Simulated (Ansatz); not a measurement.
# NO (nitric oxide): levels of theory compared

We compute a comparison of 6 runs (UHF/3-21G, U-r2SCAN/def2-TZVPPD, U-wB97X/def2-TZVPPD, UBLYP/def2-TZVPPD, UHSE06/def2-TZVPPD, UCCSD/def2-TZVPPD) of NO (nitric oxide). 

The results are computed with Ansatz 0.2.0.

37 further runs of the same task are left out: 37 set aside as unsound or not needed.

### 1 The system as given

The species is NO (2 atoms), meant as a doublet with charge 0. As SMILES, `[N]=O`. The N1–O2 distance was set to 2.052 Å, away from the relaxed value.

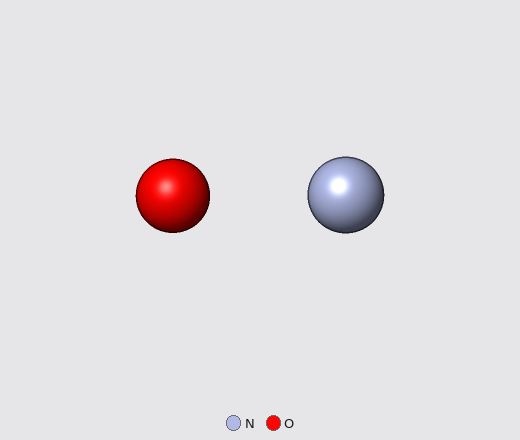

Viewed from a chosen angle; nitrogen light blue, oxygen red.

### 2 The energy at UHF/3-21G (run 1)

run.yaml reads:

```yaml
crystal:
  periodic: [false, false, false]
  atoms:
    - symbol: "N"
      position_ang: [-1.257450, 0.460292, -0.634393]
    - symbol: O
      position_ang: [0.483620, -0.177030, 0.243990]
basis:
  gaussian:
    orbitals: 3-21G.json
hamiltonian:
  xc: hf
accuracy: high
magnetization:
  spin_polarized: true
  initial_magnetization: 1
output: {orbitals: {seedname: orbitals}}
```

The basis set 3-21G is read from a file made from the Basis Set Exchange's data (not shown).

Launch:

```bash
$ ansatz run run.yaml --threads 1 --pin off --max-ram 3480MiB --events-out events.jsonl --progress --plain --runs-dir runs
```

Log:

```text
Warning: RAYON_NUM_THREADS=1 ignored (pool sized by the plan → 1); use --threads N
Functional definition: HF
  name "HF"
  exchange = exact_x
  correlation = 0
320 factors; integrals over basis functions are off by at most 2.9e-9 eV
mean field evaluation 1: about -3470.3255 eV, gradient 5.1e1 eV
mean field evaluation 2: about -3470.3261 eV, gradient 5.1e1 eV
mean field evaluation 4: about -3486.4969 eV, gradient 7.9e0 eV
mean field evaluation 8: about -3490.0668 eV, gradient 2.0e0 eV
mean field evaluation 16: about -3490.1680 eV, gradient 1.5e-1 eV
mean field evaluation 32: about -3490.1686 eV, gradient 2.2e-7 eV
mean field evaluation 64: about -3493.6974 eV, gradient 6.7e-1 eV
mean field evaluation 96: about -3495.5560 eV, gradient 5.6e0 eV
mean field evaluation 128: about -3495.7778 eV, gradient 1.9e-1 eV
mean field evaluation 160: about -3492.4741 eV, gradient 4.5e-1 eV
mean field evaluation 192: about -3494.6439 eV, gradient 2.8e-4 eV
mean field -3496.53274161 eV, -128.4952082191 hartree, gradient 8.4e-8 eV, S^2 2.618724; 11 other end points of the search recorded, 0 dependent functions left out
reference -3496.53274161 eV, -128.4952082191 hartree; 8, 7 occupied and 10, 11 virtual orbitals, 320 factors
Total energy: -3496.53274161 eV, -128.4952082191 hartree
```

Wall time 0.32 s (1 thread of Arm Neoverse V1, shared host).

### 3 A single-point energy at U-r2SCAN/def2-TZVPPD (run 2)

run.yaml reads:

```yaml
crystal:
  periodic: [false, false, false]
  atoms:
    - {symbol: "N", position_ang: [-1.257450, 0.460292, -0.634393]}
    - {symbol: O, position_ang: [0.483620, -0.177030, 0.243990]}
basis:
  gaussian: {orbitals: def2-TZVPPD.json}
magnetization: {spin_polarized: true, initial_magnetization: 1}
hamiltonian: {xc: r2scan}
accuracy: high
output: {orbitals: {seedname: orbitals}}
```

The basis set def2-TZVPPD is read from a file made from the Basis Set Exchange's data (not shown).

Launch:

```bash
$ ansatz run run.yaml --threads 1 --pin off --max-ram 3480MiB --events-out events.jsonl --progress --plain --runs-dir runs
```

Log:

```text
Warning: RAYON_NUM_THREADS=1 ignored (pool sized by the plan → 1); use --threads N
Functional definition: r2SCAN
  name "r2SCAN"
  parameter k0 = 0.174
  parameter k1 = 0.065
  parameter a1 = 4.9479
  exchange = r2scan_x(k0 = k0, k1 = k1, a1 = a1)
  correlation = r2scan_c
1034 factors; integrals over basis functions are off by at most 3.6e-9 eV
mean field evaluation 1: about -3509.1658 eV, gradient 6.0e1 eV
mean field evaluation 2: about -3288.3029 eV, gradient 1.6e2 eV
mean field evaluation 4: about -3484.9623 eV, gradient 9.7e1 eV
mean field evaluation 8: about -3528.3635 eV, gradient 7.1e-1 eV
mean field evaluation 16: about -3528.3673 eV, gradient 4.2e-8 eV
mean field evaluation 32: about -3528.3673 eV, gradient 2.6e-5 eV
mean field evaluation 64: about -3527.5148 eV, gradient 5.4e-4 eV
mean field -3528.36734745 eV, -129.6651084054 hartree, gradient 4.2e-8 eV, S^2 2.228260; 5 other end points of the search recorded, 0 dependent functions left out
reference -3528.36735114 eV, -129.6651085413 hartree; 8, 7 occupied and 69, 70 virtual orbitals, 1034 factors
Total energy: -3528.36735114 eV, -129.6651085413 hartree
```

Wall time 20 s (1 thread of Arm Neoverse V1, shared host); peak memory 0.21 GiB.

Runs 3 to 5 aren't shown in full; the table further down has their settings and results.

### 4 A single-point energy at UCCSD/def2-TZVPPD (run 6)

job.yaml reads:

```yaml
crystal:
  periodic: [false, false, false]
  atoms:
    - {symbol: "N", position_ang: [-1.257450, 0.460292, -0.634393]}
    - {symbol: O, position_ang: [0.483620, -0.177030, 0.243990]}
basis:
  gaussian:
    orbitals: def2-TZVPPD.json
magnetization:
  spin_polarized: true
  initial_magnetization: 1
correlation:
  method: ccsd
  frozen_orbitals: {"N": 1, O: 1}
accuracy: high
scf:
  omitted_lower_state_checks: [cluster_reference, increment]
```

The basis set def2-TZVPPD is read from a file made from the Basis Set Exchange's data (not shown).

Launch:

```bash
$ ansatz run job.yaml --threads 1 --pin off --max-ram 3480MiB --events-out events.jsonl --progress --plain --runs-dir runs
```

Log:

```text
Warning: RAYON_NUM_THREADS=1 ignored (pool sized by the plan → 1); use --threads N
[... 18 lines left out ...]
2 core orbitals not correlated: weight in the atoms' cores, before any rotation towards them, 1.000 or more for the frozen orbitals, at most 0.000 for the correlated occupied ones
[... 46 lines left out ...]
Total energy: -3523.79707377 eV, -129.4971539454 hartree
Checks for a lower state left out: cluster_reference, increment
```

Wall time 12 s (1 thread of Arm Neoverse V1, shared host); peak memory 0.46 GiB.

### 5 All runs side by side

| run | level | frozen core orbitals | energy (Eh) | HOMO energy (eV) | LUMO energy (eV) | ⟨S²⟩ | wall time |
| --- | --- | --- | --- | --- | --- | --- | --- |
| 1 | UHF/3-21G | – | -128.495208 | -13.28 | 4.59 | 2.619 | 0.32 s |
| 2 | U-r2SCAN/def2-TZVPPD | – | -129.665109 | -7.48 | -5.19 | 2.228 | 20 s |
| 3 | U-wB97X/def2-TZVPPD | – | -129.688705 | -11.67 | -1.74 | 2.373 | 16 s |
| 4 | UBLYP/def2-TZVPPD | – | -129.716758 | -7.19 | -6.33 | 1.933 | 9.3 s |
| 5 | UHSE06/def2-TZVPPD | – | -129.576631 | -8.63 | -4.49 | 2.314 | 4.8 s |
| 6 | UCCSD/def2-TZVPPD | 2 | -129.497154 | – | – | 2.636 | 12 s |

### 6 What came out

| quantity | value |
| --- | --- |
| run 6: total energy | -129.49715 Eh |
| run 6: correlation energy (2 core orbitals frozen) | -287.4 mEh |
| run 6: ⟨S²⟩ of the reference determinant | 2.636 |
| run 6: T1 diagnostic | 0.034 |

**Reading.** Totals of different functionals can't be ranked against each other. Spin contamination of the reference: run 6 ⟨S²⟩ = 2.64, run 1 ⟨S²⟩ = 2.62, run 3 ⟨S²⟩ = 2.37, run 5 ⟨S²⟩ = 2.31, run 2 ⟨S²⟩ = 2.23, run 4 ⟨S²⟩ = 1.93. Where it is this large, the reference is a mixture of spin states, and values that rest on it are in doubt. All runs together took 63 s, the longest 20 s.
